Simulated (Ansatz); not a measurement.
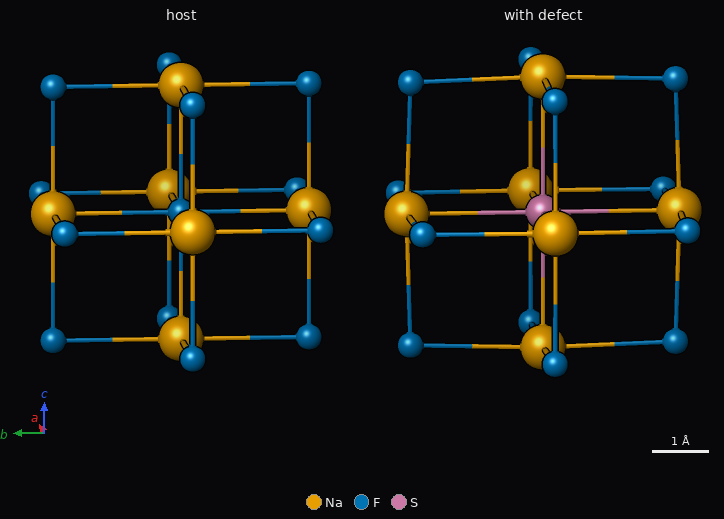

Left: perfect NaF. Right: the same region with one point defect, after relaxing the atoms in a supercell of 54 sites. The picture is a ball-and-stick view of the atoms within 3.3 Å of one point, seen from a free direction.

Level of theory: DFT, PBE, plane-wave PAW, default files, scalar-relativistic in Ansatz. Settings: plane-wave cutoff 420 eV; k-point mesh 3 × 3 × 3; occupations fermi dirac; smearing width 0.01 eV; no spin polarisation. A uniform background neutralises the charged cell. The axes drawn are those of the host's conventional cell.

What kind of defect was made?

A fluorine atom is replaced by sulfur.

The charge state of the cell is −1.

How does the lattice respond?

In the host the F atom has 6 Na at 2.32 Å; the S atom ends with 6 Na at 2.48 Å. Of the host's atoms, a sodium atom moves furthest from its site, by 0.16 Å. Relaxing the atoms from the host's sites lowers the energy by 1.11 eV.

Limits of the set-up: the cell is charged, on a uniform background, and energies carry no finite-size correction.
